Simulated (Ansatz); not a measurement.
BHF2: a line through the functionals

BHF2: 4 atoms, total charge 0, spin state singlet. SMILES: `FBF`. The coordinates come from a PBE0-D4/def2-TZVP relaxation.

The HOMO–LUMO gap y, in eV, basis def2-TZVPP; a is the functional's share of exact exchange. Programs: Ansatz 0.2.0.

| functional | program | a | y (eV) |
| --- | --- | --- | --- |
| PBE | Ansatz | 0 | 7.74 |
| r2SCAN | Ansatz | 0 | 8.63 |
| B3LYP | Ansatz | 0.2 | 10.01 |
| PBE0 | Ansatz | 0.25 | ? |
| r2SCAN0 | Ansatz | 0.25 | 11.13 |
| BHLYP | Ansatz | 0.5 | 13.22 |

Q: Fit y = c + s·a to the known rows and predict PBE0.

A: 
1. Means of the 5 rows: a = 0.1900, y = 10.146.
2. Σ(Δa)² = 0.172, Σ(Δa·Δy) = 1.7558, so the slope is 1.7558/0.172 = 10.208.
3. Intercept: 10.146 − (10.208) × 0.1900 = 8.206. The largest residual of the fit is 0.47.
4. PBE0: 8.206 + (10.208) × 0.25 = 10.76 eV.

The run gave 10.54 eV, so the prediction is off by +0.22 eV, within the scatter of the fit. Exact exchange lowers occupied levels and raises empty ones. The rows mix families of semi-local functionals, which the line can't see.

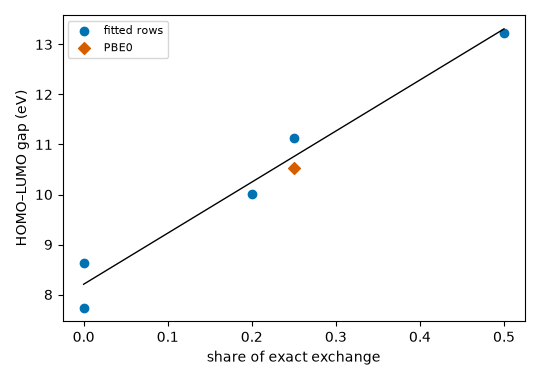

The fitted line, with the withheld row.
